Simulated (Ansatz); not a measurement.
# CH3ClF2Si (SMILES C[Si](F)(F)Cl): a chain of runs

Wanted: a series of 16 runs (HF/STO-3G, UHF/STO-3G, HF/3-21G, UHF/3-21G, HF/6-31G*, B3LYP/6-31G*, PBE/def2-SVP, MP2/6-31G*) of CH3ClF2Si. 

The calculation is run with Ansatz 0.2.0.

## 1. The system as given

The species is CH3ClF2Si (8 atoms), meant as a singlet with charge 0. SMILES: `C[Si](F)(F)Cl`. Geometry: relaxed at PBE0-D4/def2-TZVP. The run starts from this shape.

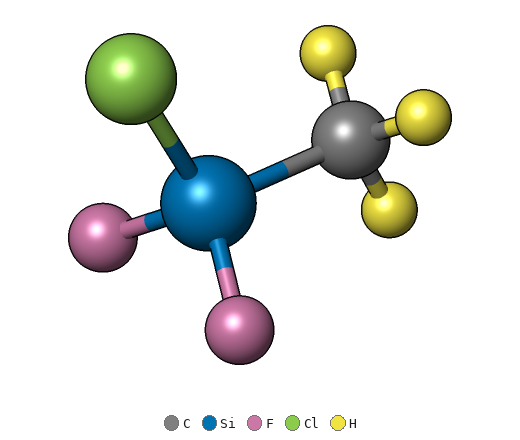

The structure, seen from a chosen angle (carbon grey, silicon blue, fluorine pink, chlorine green, hydrogen yellow).

## 2. A geometry optimisation at HF/STO-3G (start density atoms) (run 1)

Input file molecule.yaml:

```yaml
crystal:
  periodic: [false, false, false]
  atoms:
    - symbol: C
      position_ang: [-0.808500, -0.299000, 0.512200]
    - symbol: Si
      position_ang: [0.690600, 0.151400, -0.439200]
    - symbol: F
      position_ang: [1.987000, -0.472300, 0.219100]
    - symbol: F
      position_ang: [0.616200, -0.415600, -1.914200]
    - symbol: Cl
      position_ang: [0.963100, 2.158500, -0.560900]
    - symbol: H
      position_ang: [-0.917100, -1.385400, 0.549800]
    - symbol: H
      position_ang: [-0.740200, 0.080400, 1.533400]
    - symbol: H
      position_ang: [-1.698800, 0.124800, 0.044100]
basis:
  gaussian: {orbitals: STO-3G}
relax: {f_tol: 0.002}
hamiltonian: {xc: hf}
output: {orbitals: {seedname: orbitals}}
```

Launch:

```console
$ ansatz run molecule.yaml --threads 1 --pin off --max-ram 3480MiB --events-out events.jsonl --progress --plain --runs-dir runs
```

The log of the run (excerpt; [...] marks lines left out):

```text
Warning: RAYON_NUM_THREADS=1 ignored (pool sized by the plan → 1); use --threads N
[...]
Functional definition: HF
  name "HF"
[...]
499 factors; integrals over basis functions are off by at most 8.4e-6 eV
[...]
mean field -26545.76867006 eV, -975.5390052564 hartree, gradient 3.3e-5 eV, S^2 0.000000; 0 other end points of the search recorded, 0 dependent functions left out
[...]
reference -26545.76867006 eV, -975.5390052564 hartree; 29, 29 occupied and 7, 7 virtual orbitals, 499 factors
relax step   1: F+E_penalty+E_count = -26545.76867006 eV  Δ(F+E_penalty+E_count) = +0.000e0 eV  max|allowed force component| = 1.472e0 eV/Å  Δτ_max = 0.0000 Å  (28 SCF iters, accepted)
[...]
relax step   5: F+E_penalty+E_count = -26545.83844314 eV  Δ(F+E_penalty+E_count) = -3.058e-5 eV  max|allowed force component| = 4.832e-3 eV/Å  Δτ_max = 0.0013 Å  (25 SCF iters, accepted)
[...]
relax step   6: F+E_penalty+E_count = -26545.83844866 eV  Δ(F+E_penalty+E_count) = -5.516e-6 eV  max|allowed force component| = 1.471e-3 eV/Å  Δτ_max = 0.0010 Å  (25 SCF iters, accepted)
499 factors; integrals over basis functions are off by at most 8.1e-6 eV
mean field -26545.83844866 eV, -975.5415695727 hartree, gradient 8.5e-6 eV, S^2 0.000000; 1 other end points of the search recorded, 0 dependent functions left out
[...]
reference -26545.83844866 eV, -975.5415695727 hartree; 29, 29 occupied and 7, 7 virtual orbitals, 499 factors
Total energy: -26545.83844866 eV, -975.5415695727 hartree
Atom 0 at    -0.816081    -0.297736     0.517146 Å, force    -0.001240    -0.000161     0.000794 eV/Å
Atom 1 at     0.701276     0.117567    -0.446925 Å, force     0.001471    -0.000277    -0.000962 eV/Å
Atom 2 at     2.027517    -0.482975     0.207511 Å, force    -0.000755     0.000113    -0.001184 eV/Å
Atom 3 at     0.642759    -0.424918    -1.946972 Å, force     0.000741     0.000089     0.001151 eV/Å
Atom 4 at     0.933958     2.187737    -0.540693 Å, force    -0.000511    -0.000513     0.000369 eV/Å
Atom 5 at    -0.950731    -1.370409     0.572870 Å, force     0.000361     0.000366    -0.000153 eV/Å
Atom 6 at    -0.749876     0.085576     1.526497 Å, force    -0.000184     0.000245    -0.000235 eV/Å
Atom 7 at    -1.696523     0.127959     0.054867 Å, force     0.000118     0.000137     0.000220 eV/Å
Dipole moment:    -0.319807    -0.502774     0.192001 e Å
```

Run time: 7.5 s. Hardware: 1 thread of Arm Neoverse V2, shared host; peak memory 0.13 GiB.

Step by step:

```csv
step,energy from the first frame kept (eV),largest force (eV/Å)
1,0.0000,1.4764
2,-0.0582,0.7355
3,-0.0688,0.2473
4,-0.0697,0.0234
5,-0.0698,0.0052
6,-0.0698,0.0018
```

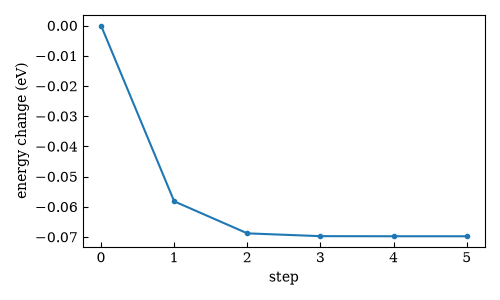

Energy along the run.

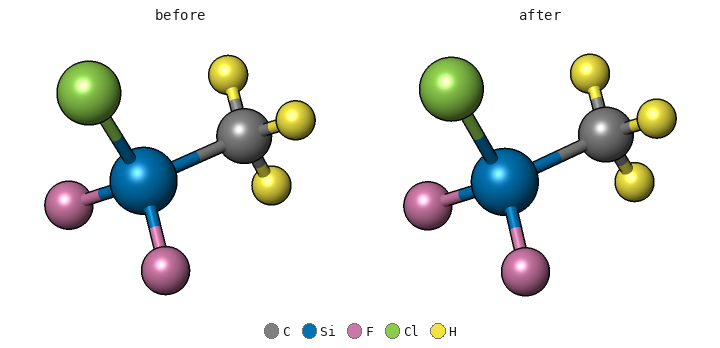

Before and after, at one scale.

After the run. Bond lengths: C1–Si2 1.845 Å, Si2–F3 1.596 Å, Si2–F4 1.596 Å, Si2–Cl5 2.085 Å, C1–H6 1.083 Å, C1–H7 1.082 Å, C1–H8 1.082 Å. Some angles: C1–Si2–F3 112.6°, C1–Si2–F4 112.6°, C1–Si2–Cl5 109.8°, F3–Si2–F4 106.7°, F3–Si2–Cl5 107.4°, F4–Si2–Cl5 107.4°, Si2–C1–H6 110.6°, Si2–C1–H7 110.9°, Si2–C1–H8 110.9°, H6–C1–H7 108.1°.

## 3. The harmonic vibrations at HF/STO-3G (start density atoms) (run 2)

Input file in.yaml:

```yaml
crystal:
  periodic: [false, false, false]
  atoms:
    - {symbol: C, position_ang: [-0.816081, -0.297736, 0.517146]}
    - {symbol: Si, position_ang: [0.701276, 0.117567, -0.446925]}
    - {symbol: F, position_ang: [2.027517, -0.482975, 0.207511]}
    - {symbol: F, position_ang: [0.642759, -0.424918, -1.946972]}
    - {symbol: Cl, position_ang: [0.933958, 2.187737, -0.540693]}
    - {symbol: H, position_ang: [-0.950731, -1.370409, 0.572870]}
    - {symbol: H, position_ang: [-0.749876, 0.085576, 1.526497]}
    - {symbol: H, position_ang: [-1.696523, 0.127959, 0.054867]}
basis:
  gaussian: {orbitals: STO-3G}
hamiltonian: {xc: hf}
phonons: {temperatures: {t_min: 298.15, t_max: 298.15, t_step: 1}}
```

Launch:

```console
$ ansatz run in.yaml --threads 1 --pin off --max-ram 3480MiB --events-out events.jsonl --progress --plain --runs-dir runs
```

The log of the run (excerpt; [...] marks lines left out):

```text
Warning: RAYON_NUM_THREADS=1 ignored (pool sized by the plan → 1); use --threads N
[... 2 set-up lines as earlier in the session ...]
[...]
497 factors; integrals over basis functions are off by at most 8.1e-6 eV
[...]
mean field -26545.83842826 eV, -975.5415688229 hartree, gradient 3.6e-5 eV, S^2 0.000000; 0 other end points of the search recorded, 0 dependent functions left out
[...]
reference -26545.83842826 eV, -975.5415688229 hartree; 29, 29 occupied and 7, 7 virtual orbitals, 497 factors
[...]
497 factors; integrals over basis functions are off by at most 8.1e-6 eV
[...]
mean field -26545.83821931 eV, -975.5415611442 hartree, gradient 1.2e-6 eV, S^2 0.000000; 0 other end points of the search recorded, 0 dependent functions left out
[...]
reference -26545.83821931 eV, -975.5415611442 hartree; 29, 29 occupied and 7, 7 virtual orbitals, 497 factors
[...]
497 factors; integrals over basis functions are off by at most 8.2e-6 eV
[...]
Total energy: -26545.83842826 eV, -975.5415688229 hartree
Atom 0 at    -0.816081    -0.297736     0.517146 Å, force    -0.001261    -0.000171     0.000838 eV/Å
Atom 1 at     0.701276     0.117567    -0.446925 Å, force     0.001496    -0.000260    -0.001035 eV/Å
Atom 2 at     2.027517    -0.482975     0.207511 Å, force    -0.000739     0.000053    -0.001169 eV/Å
Atom 3 at     0.642759    -0.424918    -1.946972 Å, force     0.000737     0.000047     0.001175 eV/Å
Atom 4 at     0.933958     2.187737    -0.540693 Å, force    -0.000532    -0.000420     0.000387 eV/Å
Atom 5 at    -0.950731    -1.370409     0.572870 Å, force     0.000363     0.000376    -0.000158 eV/Å
Atom 6 at    -0.749876     0.085576     1.526497 Å, force    -0.000187     0.000239    -0.000258 eV/Å
Atom 7 at    -1.696523     0.127959     0.054867 Å, force     0.000122     0.000137     0.000220 eV/Å
Dipole moment:    -0.319807    -0.502774     0.192002 e Å
Vibrations: 97.21 208.05 225.06 291.53 314.98 347.29 597.75 829.66 985.04 994.38 1074.35 1126.71 1671.49 1821.82 1823.46 3578.68 3757.00 3763.07 cm⁻¹, zero-point energy 1.457281 eV
```

Run time: 25 s. Hardware: 1 thread of Arm Neoverse V2, shared host; peak memory 0.085 GiB.

Runs 3 to 5 aren't shown in full; the table further down has their settings and results.

## 4. Vibrational wavenumbers at HF/3-21G (start density atoms) (run 6)

Input file input.yaml:

```yaml
crystal:
  periodic: [false, false, false]
  atoms:
    - {symbol: C, position_ang: [-0.824608, -0.301313, 0.522525]}
    - {symbol: Si, position_ang: [0.699963, 0.113497, -0.446227]}
    - {symbol: F, position_ang: [2.046624, -0.502108, 0.186314]}
    - {symbol: F, position_ang: [0.669054, -0.443632, -1.956599]}
    - {symbol: Cl, position_ang: [0.927608, 2.231013, -0.534787]}
    - {symbol: H, position_ang: [-0.967610, -1.374750, 0.584588]}
    - {symbol: H, position_ang: [-0.755236, 0.089512, 1.531607]}
    - {symbol: H, position_ang: [-1.703495, 0.130581, 0.056880]}
basis:
  gaussian:
    orbitals: 3-21G.json
hamiltonian:
  xc: hf
phonons:
  temperatures: {t_min: 298.15, t_max: 298.15, t_step: 1}
```

The basis set 3-21G is read from a file made from the Basis Set Exchange's data (not shown).

Launch:

```console
$ ansatz run input.yaml --threads 1 --pin off --max-ram 3480MiB --events-out events.jsonl --progress --plain --runs-dir runs
```

The log of the run (excerpt; [...] marks lines left out):

```text
Warning: RAYON_NUM_THREADS=1 ignored (pool sized by the plan → 1); use --threads N
[... 2 set-up lines as earlier in the session ...]
[...]
710 factors; integrals over basis functions are off by at most 5.3e-4 eV
[...]
mean field -26724.40771470 eV, -982.1038690612 hartree, gradient 6.3e-5 eV, S^2 0.000000; 0 other end points of the search recorded, 0 dependent functions left out
[...]
reference -26724.40771470 eV, -982.1038690612 hartree; 29, 29 occupied and 30, 30 virtual orbitals, 710 factors
[...]
710 factors; integrals over basis functions are off by at most 5.3e-4 eV
[...]
mean field -26724.40755815 eV, -982.1038633080 hartree, gradient 4.8e-6 eV, S^2 0.000000; 0 other end points of the search recorded, 0 dependent functions left out
[...]
reference -26724.40755815 eV, -982.1038633080 hartree; 29, 29 occupied and 30, 30 virtual orbitals, 710 factors
[...]
710 factors; integrals over basis functions are off by at most 5.3e-4 eV
[...]
Total energy: -26724.40771470 eV, -982.1038690612 hartree
Atom 0 at    -0.824608    -0.301313     0.522525 Å, force    -0.000434    -0.000115     0.000263 eV/Å
Atom 1 at     0.699963     0.113497    -0.446227 Å, force     0.000306     0.000018    -0.000180 eV/Å
Atom 2 at     2.046624    -0.502108     0.186314 Å, force    -0.000123     0.000013    -0.000083 eV/Å
Atom 3 at     0.669054    -0.443632    -1.956599 Å, force     0.000001     0.000037     0.000113 eV/Å
Atom 4 at     0.927608     2.231013    -0.534787 Å, force     0.000018    -0.000014     0.000022 eV/Å
Atom 5 at    -0.967610    -1.374750     0.584588 Å, force     0.000140    -0.000080    -0.000042 eV/Å
Atom 6 at    -0.755236     0.089512     1.531607 Å, force     0.000111     0.000104     0.000074 eV/Å
Atom 7 at    -1.703495     0.130581     0.056880 Å, force    -0.000019     0.000037    -0.000167 eV/Å
Dipole moment:    -0.589077    -0.371768     0.368544 e Å
Vibrations: 151.65 187.82 201.83 280.37 304.25 354.50 511.92 781.18 945.32 959.86 1034.18 1099.78 1523.06 1617.30 1619.61 3203.96 3278.50 3281.49 cm⁻¹, zero-point energy 1.322699 eV
```

Wall time 29 s (1 thread of Arm Neoverse V2, shared host); peak memory 0.11 GiB.

Runs 7 to 15 aren't shown in full; the table further down has their settings and results.

## 5. The harmonic vibrations at MP2/6-31G(d) (Cartesian functions, start density atoms) (run 16)

Input file in.yaml:

```yaml
crystal:
  periodic: [false, false, false]
  atoms:
    - {symbol: C, position_ang: [-0.811363, -0.297501, 0.514124]}
    - {symbol: Si, position_ang: [0.697687, 0.149414, -0.443771]}
    - {symbol: F, position_ang: [2.012594, -0.478435, 0.225321]}
    - {symbol: F, position_ang: [0.620394, -0.419937, -1.940676]}
    - {symbol: Cl, position_ang: [0.952589, 2.162923, -0.553245]}
    - {symbol: H, position_ang: [-0.929133, -1.383216, 0.558749]}
    - {symbol: H, position_ang: [-0.746526, 0.083432, 1.536063]}
    - {symbol: H, position_ang: [-1.703942, 0.126119, 0.047735]}
basis:
  gaussian: {orbitals: "6-31G*"}
phonons: {temperatures: {t_min: 298.15, t_max: 298.15, t_step: 1}}
correlation: {method: mp2}
```

Launch:

```console
$ ansatz run in.yaml --threads 1 --pin off --max-ram 3480MiB --events-out events.jsonl --progress --plain --runs-dir runs
```

The log of the run (excerpt; [...] marks lines left out):

```text
Warning: RAYON_NUM_THREADS=1 ignored (pool sized by the plan → 1); use --threads N
[... 2 set-up lines as earlier in the session ...]
[...]
898 factors; integrals over basis functions are off by at most 4.1e-4 eV
[...]
mean field -26860.31807441 eV, -987.0984826569 hartree, gradient 3.0e-6 eV, S^2 0.000000; 0 other end points of the search recorded, 0 dependent functions left out
13 core orbitals not correlated: weight in the atoms' cores, before any rotation towards them, 1.000 or more for the frozen orbitals, at most 0.000 for the correlated occupied ones
reference -26860.31807441 eV, -987.0984826569 hartree; 16, 16 occupied and 60, 60 virtual orbitals, 898 factors
second order -18.63069661 eV of doubles, -0.00000000 eV of singles
[...]
898 factors; integrals over basis functions are off by at most 4.1e-4 eV
[...]
Atom 0 at    -0.811363    -0.297501     0.514124 Å, force    -0.001232    -0.000144     0.000746 eV/Å
Atom 1 at     0.697687     0.149414    -0.443771 Å, force    -0.000987     0.000825     0.000634 eV/Å
Atom 2 at     2.012594    -0.478435     0.225321 Å, force     0.000081    -0.000773    -0.001650 eV/Å
Atom 3 at     0.620394    -0.419937    -1.940676 Å, force     0.001420    -0.000727     0.000547 eV/Å
Atom 4 at     0.952589     2.162923    -0.553245 Å, force     0.000195     0.000464     0.000009 eV/Å
Atom 5 at    -0.929133    -1.383216     0.558749 Å, force     0.000707     0.000703    -0.000270 eV/Å
Atom 6 at    -0.746526     0.083432     1.536063 Å, force    -0.000333    -0.000053    -0.000305 eV/Å
Atom 7 at    -1.703942     0.126119     0.047735 Å, force     0.000149    -0.000295     0.000289 eV/Å
Dipole moment:    -0.407395    -0.143051     0.257994 e Å
Vibrations: 157.08 187.43 205.86 267.03 305.98 344.25 556.71 754.68 841.61 861.18 941.70 1007.94 1391.53 1519.70 1520.27 3119.77 3217.46 3219.97 cm⁻¹, zero-point energy 1.265887 eV
Checks for a lower state left out: cluster_reference
```

Run time: 3 min. Hardware: 1 thread of Arm Neoverse V2, shared host; peak memory 0.19 GiB.

## 6. The series

```csv
run,level,task,walk f tol,partner,energy (Eh),dipole moment (D),wall time
1,HF/STO-3G (start density atoms),optimise,0.002,base,-975.541570,3.01,7.5 s
2,HF/STO-3G (start density atoms),frequencies,–,base,-975.541569,3.01,25 s
3,UHF/STO-3G (start density atoms),energy,–,cation,-975.193049,–,1.4 s
4,UHF/STO-3G (start density atoms),optimise,–,cation,-975.231673,–,20 s
5,HF/3-21G (start density atoms),optimise,0.002,base,-982.103868,3.79,11 s
6,HF/3-21G (start density atoms),frequencies,–,base,-982.103869,3.79,29 s
7,UHF/3-21G (start density atoms),energy,–,cation,-981.679053,–,3.6 s
8,UHF/3-21G (start density atoms),optimise,–,cation,-981.716666,–,35 s
9,"HF/6-31G* (Cartesian functions, start density atoms)",optimise,0.002,base,-987.099683,2.53,16 s
10,"HF/6-31G* (Cartesian functions, start density atoms)",frequencies,–,base,-987.099683,2.53,75 s
11,"B3LYP/6-31G* (Cartesian functions, start density atoms)",optimise,0.002,base,-989.481825,2.47,28 s
12,"B3LYP/6-31G* (Cartesian functions, start density atoms)",frequencies,–,base,-989.481825,2.47,2.3 min
13,PBE/def2-SVP (start density atoms),optimise,0.002,base,-988.474242,2.36,22 s
14,PBE/def2-SVP (start density atoms),frequencies,–,base,-988.474242,2.36,83 s
15,"MP2/6-31G* (Cartesian functions, start density atoms)",optimise,0.002,base,-987.783148,2.42,26 s
16,"MP2/6-31G* (Cartesian functions, start density atoms)",frequencies,–,base,-987.783148,2.42,3 min
```

## 7. What came out

| quantity | value |
| --- | --- |
| run 16, MP2/6-31G*: total energy | -987.78315 Eh |
| run 16, MP2/6-31G*: dipole moment (correlated density) | 2.42 D |
| run 16, MP2/6-31G*: correlation energy (13 core orbitals frozen) | -684.7 mEh |
| run 16, MP2/6-31G*: largest force on an atom | 0.002 eV/Å |
| run 16, MP2/6-31G*: lowest harmonic wavenumber | 157 cm⁻¹ |
| run 16, MP2/6-31G*: highest harmonic wavenumber | 3220 cm⁻¹ |
| run 16, MP2/6-31G*: zero-point energy | 122.1 kJ/mol |
| vertical ionisation energy (to the doublet cation), HF/STO-3G | 9.484 eV |
| vertical ionisation energy (to the doublet cation), HF/3-21G | 11.560 eV |
| adiabatic ionisation energy (to the doublet cation, no zero-point term), HF/STO-3G | 8.433 eV |
| adiabatic ionisation energy (to the doublet cation, no zero-point term), HF/3-21G | 10.536 eV |

What this shows: At HF/STO-3G: the vertical ionisation energy comes to 9.48 eV (219 kcal/mol). In a minimal basis such a difference can be off by several eV, whatever the method. At HF/3-21G: removing an electron at fixed nuclei costs 11.56 eV (267 kcal/mol). At HF/STO-3G: the adiabatic ionisation energy (to the doublet cation, no zero-point term) is 8.43 eV (814 kJ/mol). At HF/3-21G: the adiabatic ionisation energy (to the doublet cation, no zero-point term) is 10.54 eV (1017 kJ/mol). The second species lost a bond as it relaxed, so this leads to another structure. Totals of different functionals can't be ranked against each other. In runs 1, 2, 3, 4 the basis is minimal, so the values are rough. All runs together took 12 min, the longest 3 min.
